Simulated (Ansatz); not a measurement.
# Cl₂GeH₂O₂: up Jacob's ladder to CCSD(T)

Aim: compute Cl₂GeH₂O₂ with functionals from several rungs and with coupled cluster, and see how far each lands from CCSD(T) at the basis-set limit for the atomisation energy.

Program: Ansatz 0.2.0, Gaussian basis. Level of theory: functionals in def2-TZVPP, the program's frozen cores in correlated methods. These are calculated values, not measurements.

Levels to be run: LDA (SPW92), PBE-D4, revPBE-D4, BLYP-D4, r2SCAN-D4, B97M-V, PBE0-D4, B3LYP-D4, r2SCANh-D4, r2SCAN0-D4, HSE06-D4, BHLYP-D4, CAM-B3LYP-D4, LC-ωPBE, ωB97X-V, ωB97M-V, B2PLYP, PBE-QIDH; CCSD(T)/def2-SVP; CCSD(T)/def2-TZVPP; MP2/def2-QZVPP; extrapolation to the limit; RPA on PBE.

### 1 The geometry

An earlier PBE0-D4 in a triple-zeta def2 set relaxation fixed the geometry.

SMILES `[OH][Ge]([OH])([Cl])[Cl]`, 7 atoms, charge 0, spin multiplicity 1.

Atoms are counted from 1 here; the program's logs count them from 0.

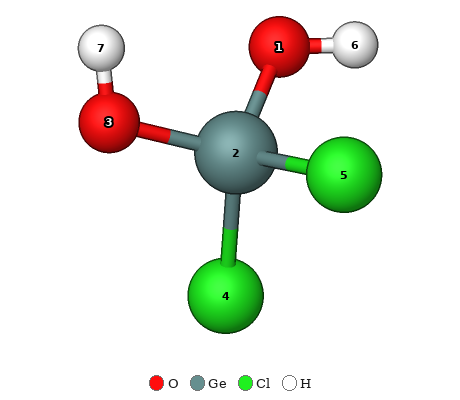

The geometry (oxygen red, germanium teal, chlorine green, hydrogen white); atoms are numbered from 1 in the order of the file.

### 2 LDA

This LDA is Slater exchange with PW92 correlation.

Contents of in.yaml:

```yaml
crystal:
  periodic: [false, false, false]
  atoms:
    - {symbol: O, position_ang: [-0.910255, 0.272510, 1.132918]}
    - {symbol: Ge, position_ang: [-0.014249, -0.055823, -0.336130]}
    - {symbol: O, position_ang: [1.267134, -1.165640, 0.071004]}
    - {symbol: Cl, position_ang: [-1.192298, -0.987442, -1.826264]}
    - {symbol: Cl, position_ang: [0.724354, 1.785792, -1.119753]}
    - {symbol: H, position_ang: [-1.437481, 1.074931, 1.084794]}
    - {symbol: H, position_ang: [1.623995, -0.992329, 0.947730]}
basis:
  gaussian: {orbitals: def2-TZVPP}
hamiltonian: {xc: lda}
output: {orbitals: {seedname: orbitals}}
```

Started as:

```
> ansatz run in.yaml --threads 4 --pin off --events-out ev --progress --plain --max-ram 10444MiB
```

Log:

```text
Functional definition: SPW92
  name "SPW92"
  cite "Dirac, Proc. Camb. Phil. Soc. 26, 376 (1930) doi:10.1017/S0305004100016108"
  cite "Slater, Phys. Rev. 81, 385 (1951) doi:10.1103/PhysRev.81.385"
  cite "Perdew & Wang, Phys. Rev. B 45, 13244 (1992) doi:10.1103/PhysRevB.45.13244"
  exchange = slater_x
  correlation = pw_c
1366 factors; their error is unknown
mean field evaluation 1: about -85488.6820 eV, gradient 9.1e1 eV
mean field evaluation 2: about -85398.6013 eV, gradient 2.2e2 eV
mean field evaluation 4: about -85500.5170 eV, gradient 1.8e1 eV
mean field evaluation 8: about -85501.0541 eV, gradient 1.7e-1 eV
mean field evaluation 16: about -85501.0314 eV, gradient 1.9e-4 eV
mean field -85501.03135708 eV, -3142.1049476920 hartree, gradient 2.2e-5 eV, S^2 0.000000; 0 other end points of the search recorded, 0 dependent functions left out
reference -85501.03139146 eV, -3142.1049489557 hartree; 42, 42 occupied and 180, 180 virtual orbitals, 1366 factors
Total energy: -85501.03139146 eV, -3142.1049489557 hartree
```

Wall time 1.4 s (4 threads of Arm Neoverse V1, shared host).

With the free atoms at this level, -85471.893 eV in sum, the atomisation energy is 671.9 kcal/mol. HOMO -7.98 eV, LUMO -2.46 eV.

### 3 PBE-D4 (GGA)

Edit in.yaml of step 2 so:

```diff
@@ -12,3 +12,3 @@
   gaussian: {orbitals: def2-TZVPP}
-hamiltonian: {xc: lda}
-output: {orbitals: {seedname: orbitals}}
+hamiltonian: {xc: pbe, dispersion: d4}
+output: {forces: true, orbitals: {seedname: orbitals}}
```

The command is unchanged.

Log (excerpt; [...] marks lines left out):

```text
Functional definition: PBE
  name "PBE"
  cite "Perdew, Burke & Ernzerhof, Phys. Rev. Lett. 77, 3865 (1996) doi:10.1103/PhysRevLett.77.3865"
  parent pbe
[...]
1366 factors; their error is unknown
[...]
mean field -85673.86302593 eV, -3148.4563943730 hartree, gradient 6.5e-5 eV, S^2 0.000000; 0 other end points of the search recorded, 0 dependent functions left out
[...]
reference -85673.86306315 eV, -3148.4563957408 hartree; 42, 42 occupied and 180, 180 virtual orbitals, 1366 factors
Total energy: -85674.07397000 eV, -3148.4641464243 hartree
Atom 0 at    -0.910255     0.272510     1.132918 Å, force    -0.100818    -0.286325     0.628988 eV/Å
Atom 1 at    -0.014249    -0.055823    -0.336130 Å, force    -0.072461     0.186716    -0.252640 eV/Å
Atom 2 at     1.267134    -1.165640     0.071004 Å, force     0.323185    -0.558872    -0.269700 eV/Å
Atom 3 at    -1.192298    -0.987442    -1.826264 Å, force    -0.224653    -0.208477    -0.306711 eV/Å
Atom 4 at     0.724354     1.785792    -1.119753 Å, force     0.157480     0.382749    -0.175630 eV/Å
Atom 5 at    -1.437481     1.074931     1.084794 Å, force    -0.245763     0.387072    -0.038223 eV/Å
Atom 6 at     1.623995    -0.992329     0.947730 Å, force     0.163030     0.097137     0.413915 eV/Å
Dipole moment:    -0.045664     0.227105     0.324403 e Å
```

Wall time 2.7 s (4 threads of Arm Neoverse V1, shared host).

With the free atoms at this level, -85648.851 eV in sum, the atomisation energy is 581.7 kcal/mol. HOMO -7.81 eV, LUMO -2.15 eV.

### 4 revPBE-D4 (GGA)

Edit in.yaml of step 3 so:

```diff
@@ -12,3 +12,3 @@
   gaussian: {orbitals: def2-TZVPP}
-hamiltonian: {xc: pbe, dispersion: d4}
-output: {forces: true, orbitals: {seedname: orbitals}}
+hamiltonian: {xc: {name: revPBE}, dispersion: d4}
+output: {orbitals: {seedname: orbitals}}
```

Same command.

Log:

```text
Functional definition: revPBE
  name "revPBE"
  cite "Zhang & Yang, Phys. Rev. Lett. 80, 890 (1998) doi:10.1103/PhysRevLett.80.890"
  cite "Perdew, Burke & Ernzerhof, Phys. Rev. Lett. 77, 3865 (1996) doi:10.1103/PhysRevLett.77.3865"
  parameter kappa = 1.245
  parameter beta = 0.06672455060314922
  exchange = pbe_x(kappa = kappa, mu = beta*pi^2/3)
  correlation = pbe_c(beta = beta)
1366 factors; their error is unknown
mean field evaluation 1: about -85674.3393 eV, gradient 8.9e1 eV
mean field evaluation 2: about -85593.3493 eV, gradient 2.1e2 eV
mean field evaluation 4: about -85686.0217 eV, gradient 1.6e1 eV
mean field evaluation 8: about -85686.4716 eV, gradient 1.5e-1 eV
mean field evaluation 16: about -85686.4493 eV, gradient 2.1e-4 eV
mean field -85686.44933758 eV, -3148.9189327948 hartree, gradient 2.2e-5 eV, S^2 0.000000; 0 other end points of the search recorded, 0 dependent functions left out
reference -85686.44938416 eV, -3148.9189345064 hartree; 42, 42 occupied and 180, 180 virtual orbitals, 1366 factors
Total energy: -85686.99410838 eV, -3148.9389527523 hartree
```

Wall time 2.3 s (4 threads of Arm Neoverse V1, shared host).

Atomisation energy: 561.5 kcal/mol (free atoms -85662.647 eV, run apart). HOMO -7.75 eV, LUMO -2.02 eV.

### 5 BLYP-D4 (GGA)

Edit in.yaml of step 4 so:

```diff
@@ -12,3 +12,3 @@
   gaussian: {orbitals: def2-TZVPP}
-hamiltonian: {xc: {name: revPBE}, dispersion: d4}
+hamiltonian: {xc: {name: BLYP}, dispersion: d4}
 output: {orbitals: {seedname: orbitals}}
```

Launched as before.

Log:

```text
Functional definition: BLYP
  name "BLYP"
  cite "Becke, Phys. Rev. A 38, 3098 (1988) doi:10.1103/PhysRevA.38.3098"
  cite "Lee, Yang & Parr, Phys. Rev. B 37, 785 (1988) doi:10.1103/PhysRevB.37.785"
  parameter beta = 0.0042
  parameter a = 0.04918
  parameter b = 0.132
  parameter c = 0.2533
  parameter d = 0.349
  exchange = b88_x(beta = beta)
  correlation = lyp_c(a = a, b = b, c = c, d = d)
1366 factors; their error is unknown
mean field evaluation 1: about -85683.6227 eV, gradient 9.7e1 eV
mean field evaluation 2: about -85583.6588 eV, gradient 2.3e2 eV
mean field evaluation 4: about -85696.8818 eV, gradient 2.0e1 eV
mean field evaluation 8: about -85697.5801 eV, gradient 1.8e-1 eV
mean field evaluation 16: about -85697.5567 eV, gradient 2.2e-4 eV
mean field -85697.55665329 eV, -3149.3271191181 hartree, gradient 1.5e-5 eV, S^2 0.000000; 0 other end points of the search recorded, 0 dependent functions left out
reference -85697.55701248 eV, -3149.3271323182 hartree; 42, 42 occupied and 180, 180 virtual orbitals, 1366 factors
Total energy: -85698.01048296 eV, -3149.3437970510 hartree
```

Wall time 2.5 s (4 threads of Arm Neoverse V1, shared host).

With the free atoms at this level, -85673.629 eV in sum, the atomisation energy is 562.3 kcal/mol. HOMO -7.66 eV, LUMO -2.11 eV.

### 6 r2SCAN-D4 (meta-GGA)

Edit in.yaml of step 5 so:

```diff
@@ -12,3 +12,3 @@
   gaussian: {orbitals: def2-TZVPP}
-hamiltonian: {xc: {name: BLYP}, dispersion: d4}
-output: {orbitals: {seedname: orbitals}}
+hamiltonian: {xc: r2scan, dispersion: d4}
+output: {forces: true, orbitals: {seedname: orbitals}}
```

The command is unchanged.

Log (excerpt; [...] marks lines left out):

```text
Functional definition: r2SCAN
  name "r2SCAN"
  cite "Furness, Kaplan, Ning, Perdew & Sun, J. Phys. Chem. Lett. 11, 8208 (2020) doi:10.1021/acs.jpclett.0c02405"
  cite "Furness, Kaplan, Ning, Perdew & Sun, J. Phys. Chem. Lett. 11, 9248 (2020) doi:10.1021/acs.jpclett.0c03077"
  parent r2scan
[...]
1366 factors; their error is unknown
[...]
mean field -85693.20547530 eV, -3149.1672162766 hartree, gradient 2.8e-5 eV, S^2 0.000000; 0 other end points of the search recorded, 0 dependent functions left out
[...]
reference -85693.20548457 eV, -3149.1672166171 hartree; 42, 42 occupied and 180, 180 virtual orbitals, 1366 factors
Total energy: -85693.25407840 eV, -3149.1690024073 hartree
Atom 0 at    -0.910255     0.272510     1.132918 Å, force    -0.017058    -0.046527     0.106020 eV/Å
Atom 1 at    -0.014249    -0.055823    -0.336130 Å, force    -0.014653     0.050706    -0.020048 eV/Å
Atom 2 at     1.267134    -1.165640     0.071004 Å, force     0.034973    -0.095836    -0.029726 eV/Å
Atom 3 at    -1.192298    -0.987442    -1.826264 Å, force    -0.024296    -0.045212    -0.043617 eV/Å
Atom 4 at     0.724354     1.785792    -1.119753 Å, force     0.034483     0.073165    -0.035022 eV/Å
Atom 5 at    -1.437481     1.074931     1.084794 Å, force    -0.021227     0.039233    -0.016028 eV/Å
Atom 6 at     1.623995    -0.992329     0.947730 Å, force     0.007777     0.024471     0.038421 eV/Å
Dipole moment:    -0.047268     0.236156     0.331550 e Å
```

Run time: 5.5 s. Hardware: 4 threads of Arm Neoverse V1, shared host.

With the free atoms at this level, -85668.364 eV in sum, the atomisation energy is 574.0 kcal/mol. HOMO -8.22 eV, LUMO -1.84 eV.

### 7 B97M-V (meta-GGA)

Edit in.yaml of step 6 so:

```diff
@@ -12,3 +12,3 @@
   gaussian: {orbitals: def2-TZVPP}
-hamiltonian: {xc: r2scan, dispersion: d4}
-output: {forces: true, orbitals: {seedname: orbitals}}
+hamiltonian: {xc: {name: B97M-V}}
+output: {orbitals: {seedname: orbitals}}
```

The command is unchanged.

Log (excerpt; [...] marks lines left out):

```text
Functional definition: B97M-V
  name "B97M-V"
  cite "Mardirossian & Head-Gordon, J. Chem. Phys. 142, 074111 (2015) doi:10.1063/1.4907719"
  cite "Becke, J. Chem. Phys. 107, 8554 (1997) doi:10.1063/1.475007"
  cite "Vydrov & Van Voorhis, J. Chem. Phys. 133, 244103 (2010) doi:10.1063/1.3521275"
  # Of w^i u^j: cxij and so on, Table III.
[...]
  gx(w, u) = cx00 + cx01*u + cx02*u^2 + (cx10 + cx11*u)*w
  gss(w, u) = css00 + css02*u^2 + css10*w + (css32*w^3 + css42*w^4)*u^2
  gos(w, u) = cos00 + cos01*u + cos03*u^3 + cos10*w + cos32*w^3*u^2
[...]
      + integral(e_c_pw_mod_opposite_spin*gos(b97_w_opposite, b97_u_opposite)) + vv10(b, c)
1366 factors; their error is unknown
[...]
mean field -85678.66788303 eV, -3148.6329696144 hartree, gradient 4.8e-5 eV, S^2 0.000000; 0 other end points of the search recorded, 0 dependent functions left out
reference -85678.66793145 eV, -3148.6329713938 hartree; 42, 42 occupied and 180, 180 virtual orbitals, 1366 factors
Total energy: -85678.66793145 eV, -3148.6329713938 hartree
```

It took 9 s on 4 threads of Arm Neoverse V1, shared host.

Atomisation energy: 575.0 kcal/mol (free atoms -85653.733 eV, run apart). HOMO -8.30 eV, LUMO -1.77 eV.

### 8 PBE0-D4 (hybrid)

Edit in.yaml of step 7 so:

```diff
@@ -12,3 +12,3 @@
   gaussian: {orbitals: def2-TZVPP}
-hamiltonian: {xc: {name: B97M-V}}
+hamiltonian: {xc: pbe0, dispersion: d4}
 output: {orbitals: {seedname: orbitals}}
```

Its log isn't repeated here (it stands with the study of this molecule's fields); it ends on a total energy of -85677.466865 eV.

With the free atoms at this level, -85652.989 eV in sum, the atomisation energy is 564.5 kcal/mol. HOMO -9.35 eV, LUMO -1.12 eV.

### 9 B3LYP-D4 (hybrid)

B3LYP here takes the VWN-RPA correlation.

Edit in.yaml of step 8 so:

```diff
@@ -12,3 +12,3 @@
   gaussian: {orbitals: def2-TZVPP}
-hamiltonian: {xc: pbe0, dispersion: d4}
-output: {orbitals: {seedname: orbitals}}
+hamiltonian: {xc: {name: B3LYP}, dispersion: d4}
+output: {forces: true, orbitals: {seedname: orbitals}}
```

Same command.

Log (excerpt; [...] marks lines left out):

```text
Functional definition: B3LYP
  name "B3LYP"
  cite "Stephens, Devlin, Chabalowski & Frisch, J. Phys. Chem. 98, 11623 (1994) doi:10.1021/j100096a001"
  cite "Becke, Phys. Rev. A 38, 3098 (1988) doi:10.1103/PhysRevA.38.3098"
  cite "Lee, Yang & Parr, Phys. Rev. B 37, 785 (1988) doi:10.1103/PhysRevB.37.785"
  cite "Vosko, Wilk & Nusair, Can. J. Phys. 58, 1200 (1980) doi:10.1139/p80-159"
[...]
1435 factors; their error is unknown
[...]
mean field -85698.83276358 eV, -3149.3740153064 hartree, gradient 1.7e-5 eV, S^2 0.000000; 0 other end points of the search recorded, 0 dependent functions left out
[...]
reference -85698.83302929 eV, -3149.3740250711 hartree; 42, 42 occupied and 180, 180 virtual orbitals, 1435 factors
Total energy: -85699.17804421 eV, -3149.3867041356 hartree
Atom 0 at    -0.910255     0.272510     1.132918 Å, force    -0.155580     0.058503     0.247479 eV/Å
Atom 1 at    -0.014249    -0.055823    -0.336130 Å, force    -0.012422     0.017425    -0.057367 eV/Å
Atom 2 at     1.267134    -1.165640     0.071004 Å, force     0.217046    -0.186724     0.093205 eV/Å
Atom 3 at    -1.192298    -0.987442    -1.826264 Å, force    -0.191270    -0.163858    -0.236568 eV/Å
Atom 4 at     0.724354     1.785792    -1.119753 Å, force     0.126851     0.292951    -0.122138 eV/Å
Atom 5 at    -1.437481     1.074931     1.084794 Å, force    -0.038300     0.020084     0.048916 eV/Å
Atom 6 at     1.623995    -0.992329     0.947730 Å, force     0.053675    -0.038380     0.026473 eV/Å
Dipole moment:    -0.050251     0.246468     0.316566 e Å
```

Wall time 6 s (4 threads of Arm Neoverse V1, shared host); peak memory 0.74 GiB.

Atomisation energy: 558.9 kcal/mol (free atoms -85674.941 eV, run apart). HOMO -9.05 eV, LUMO -1.47 eV.

### 10 r2SCANh-D4 (hybrid)

Edit in.yaml of step 9 so:

```diff
@@ -12,3 +12,3 @@
   gaussian: {orbitals: def2-TZVPP}
-hamiltonian: {xc: {name: B3LYP}, dispersion: d4}
-output: {forces: true, orbitals: {seedname: orbitals}}
+hamiltonian: {xc: {name: r2SCANh}, dispersion: d4}
+output: {orbitals: {seedname: orbitals}}
```

Same command.

Log (excerpt; [...] marks lines left out):

```text
Functional definition: r2SCANh
  name "r2SCANh"
  cite "Bursch, Neugebauer, Ehlert & Grimme, J. Chem. Phys. 156, 134105 (2022) doi:10.1063/5.0086040"
  cite "Furness, Kaplan, Ning, Perdew & Sun, J. Phys. Chem. Lett. 11, 8208 (2020) doi:10.1021/acs.jpclett.0c02405"
  cite "Furness, Kaplan, Ning, Perdew & Sun, J. Phys. Chem. Lett. 11, 9248 (2020) doi:10.1021/acs.jpclett.0c03077"
  parent r2scan
[...]
1385 factors; their error is unknown
[...]
mean field -85692.64515689 eV, -3149.1466249546 hartree, gradient 4.5e-5 eV, S^2 0.000000; 0 other end points of the search recorded, 0 dependent functions left out
reference -85692.64516538 eV, -3149.1466252666 hartree; 42, 42 occupied and 180, 180 virtual orbitals, 1385 factors
Total energy: -85692.69802690 eV, -3149.1485678918 hartree
```

Wall time 7 s (4 threads of Arm Neoverse V1, shared host); peak memory 0.76 GiB.

With the free atoms at this level, -85668.116 eV in sum, the atomisation energy is 566.9 kcal/mol. HOMO -8.79 eV, LUMO -1.47 eV.

### 11 r2SCAN0-D4 (hybrid)

Edit in.yaml of step 10 so:

```diff
@@ -12,3 +12,3 @@
   gaussian: {orbitals: def2-TZVPP}
-hamiltonian: {xc: {name: r2SCANh}, dispersion: d4}
+hamiltonian: {xc: {name: r2SCAN0}, dispersion: d4}
 output: {orbitals: {seedname: orbitals}}
```

Launched as before.

Log (excerpt; [...] marks lines left out):

```text
Functional definition: r2SCAN0
  name "r2SCAN0"
  cite "Bursch, Neugebauer, Ehlert & Grimme, J. Chem. Phys. 156, 134105 (2022) doi:10.1063/5.0086040"
  cite "Furness, Kaplan, Ning, Perdew & Sun, J. Phys. Chem. Lett. 11, 8208 (2020) doi:10.1021/acs.jpclett.0c02405"
  cite "Furness, Kaplan, Ning, Perdew & Sun, J. Phys. Chem. Lett. 11, 9248 (2020) doi:10.1021/acs.jpclett.0c03077"
  parent r2scan
[...]
1471 factors; their error is unknown
[...]
mean field -85691.85181842 eV, -3149.1174703037 hartree, gradient 2.0e-5 eV, S^2 0.000000; 0 other end points of the search recorded, 0 dependent functions left out
reference -85691.85182576 eV, -3149.1174705733 hartree; 42, 42 occupied and 180, 180 virtual orbitals, 1471 factors
Total energy: -85691.91092213 eV, -3149.1196423251 hartree
```

Wall time 7 s (4 threads of Arm Neoverse V1, shared host); peak memory 0.78 GiB.

Atomisation energy: 556.7 kcal/mol (free atoms -85667.772 eV, run apart). HOMO -9.62 eV, LUMO -0.93 eV.

### 12 HSE06-D4 (hybrid)

HSE06 is the plane-wave form, built on full-range PBE exchange.

Edit in.yaml of step 11 so:

```diff
@@ -12,3 +12,3 @@
   gaussian: {orbitals: def2-TZVPP}
-hamiltonian: {xc: {name: r2SCAN0}, dispersion: d4}
+hamiltonian: {xc: hse06, dispersion: d4}
 output: {orbitals: {seedname: orbitals}}
```

The command is unchanged.

Log (excerpt; [...] marks lines left out):

```text
Functional definition: HSE06
  name "HSE06"
  cite "Heyd, Scuseria & Ernzerhof, J. Chem. Phys. 118, 8207 (2003) doi:10.1063/1.1564060"
  cite "Krukau, Vydrov, Izmaylov & Scuseria, J. Chem. Phys. 125, 224106 (2006) doi:10.1063/1.2404663"
  cite "Heyd & Scuseria, J. Chem. Phys. 120, 7274 (2004) doi:10.1063/1.1668634"
  cite "Ernzerhof & Perdew, J. Chem. Phys. 109, 3313 (1998) doi:10.1063/1.476928"
  cite "Perdew, Burke & Ernzerhof, Phys. Rev. Lett. 77, 3865 (1996) doi:10.1103/PhysRevLett.77.3865"
  parent pbe
[...]
  # The whole range is PBE's own exchange, as in plane waves. The composition of these papers is wPBEh.
[...]
1471 factors; their error is unknown
90 factors; integrals over basis functions are off by at most 2.8e-7 eV
[...]
mean field -85676.71979154 eV, -3148.5613785727 hartree, gradient 5.8e-5 eV, S^2 0.000000; 0 other end points of the search recorded, 0 dependent functions left out
reference -85676.71982795 eV, -3148.5613799106 hartree; 42, 42 occupied and 180, 180 virtual orbitals, 1471 factors
Total energy: -85676.88964796 eV, -3148.5676206808 hartree
```

It took 4.2 s on 4 threads of Arm Neoverse V1, shared host; peak memory 0.78 GiB.

With the free atoms at this level, -85652.387 eV in sum, the atomisation energy is 565.0 kcal/mol. HOMO -8.95 eV, LUMO -1.49 eV.

### 13 BHLYP-D4 (hybrid)

Edit in.yaml of step 12 so:

```diff
@@ -12,3 +12,3 @@
   gaussian: {orbitals: def2-TZVPP}
-hamiltonian: {xc: hse06, dispersion: d4}
+hamiltonian: {xc: {name: BHLYP}, dispersion: d4}
 output: {orbitals: {seedname: orbitals}}
```

Launched as before.

Log:

```text
Functional definition: BHLYP
  name "BHLYP"
  cite "Becke, J. Chem. Phys. 98, 1372 (1993) doi:10.1063/1.464304"
  cite "Becke, Phys. Rev. A 38, 3098 (1988) doi:10.1103/PhysRevA.38.3098"
  cite "Lee, Yang & Parr, Phys. Rev. B 37, 785 (1988) doi:10.1103/PhysRevB.37.785"
  parameter a = 0.5
  exchange = (1 - a)*b88_x + a*exact_x
  correlation = lyp_c
1620 factors; their error is unknown
mean field evaluation 1: about -85686.7602 eV, gradient 6.7e1 eV
mean field evaluation 2: about -85681.7720 eV, gradient 8.7e1 eV
mean field evaluation 4: about -85693.6527 eV, gradient 1.8e0 eV
mean field evaluation 8: about -85693.6598 eV, gradient 4.2e-2 eV
mean field evaluation 16: about -85694.3729 eV, gradient 8.4e-5 eV
mean field -85694.37288268 eV, -3149.2101177062 hartree, gradient 8.4e-5 eV, S^2 0.000000; 0 other end points of the search recorded, 0 dependent functions left out
reference -85694.37306198 eV, -3149.2101242956 hartree; 42, 42 occupied and 180, 180 virtual orbitals, 1620 factors
Total energy: -85694.66418993 eV, -3149.2208230502 hartree
```

It took 4.2 s on 4 threads of Arm Neoverse V1, shared host; peak memory 0.79 GiB.

With the free atoms at this level, -85671.446 eV in sum, the atomisation energy is 535.4 kcal/mol. HOMO -10.69 eV, LUMO -0.10 eV.

### 14 CAM-B3LYP-D4 (range-separated)

Edit in.yaml of step 13 so:

```diff
@@ -12,3 +12,3 @@
   gaussian: {orbitals: def2-TZVPP}
-hamiltonian: {xc: {name: BHLYP}, dispersion: d4}
+hamiltonian: {xc: {name: CAM-B3LYP}, dispersion: d4}
 output: {orbitals: {seedname: orbitals}}
```

Launched as before.

Log (excerpt; [...] marks lines left out):

```text
Functional definition: CAM-B3LYP
  name "CAM-B3LYP"
  cite "Yanai, Tew & Handy, Chem. Phys. Lett. 393, 51 (2004) doi:10.1016/j.cplett.2004.06.011"
  cite "Iikura, Tsuneda, Yanai & Hirao, J. Chem. Phys. 115, 3540 (2001) doi:10.1063/1.1383587"
  cite "Becke, Phys. Rev. A 38, 3098 (1988) doi:10.1103/PhysRevA.38.3098"
  cite "Lee, Yang & Parr, Phys. Rev. B 37, 785 (1988) doi:10.1103/PhysRevB.37.785"
  cite "Vosko, Wilk & Nusair, Can. J. Phys. 58, 1200 (1980) doi:10.1139/p80-159"
[...]
  # Exact exchange under (alpha + beta erf(omega r))/r, Becke's under what is left of 1/r.
[...]
1435 factors; their error is unknown
270 factors; integrals over basis functions are off by at most 1.3e-5 eV
[...]
mean field -85699.72954504 eV, -3149.4069714170 hartree, gradient 5.2e-5 eV, S^2 0.000000; 0 other end points of the search recorded, 0 dependent functions left out
reference -85699.72967424 eV, -3149.4069761651 hartree; 42, 42 occupied and 180, 180 virtual orbitals, 1435 factors
Total energy: -85699.91595799 eV, -3149.4138219667 hartree
```

It took 4.6 s on 4 threads of Arm Neoverse V1, shared host; peak memory 0.83 GiB.

With the free atoms at this level, -85675.445 eV in sum, the atomisation energy is 564.3 kcal/mol. HOMO -10.75 eV, LUMO -0.12 eV.

[end of part 1 of 2]
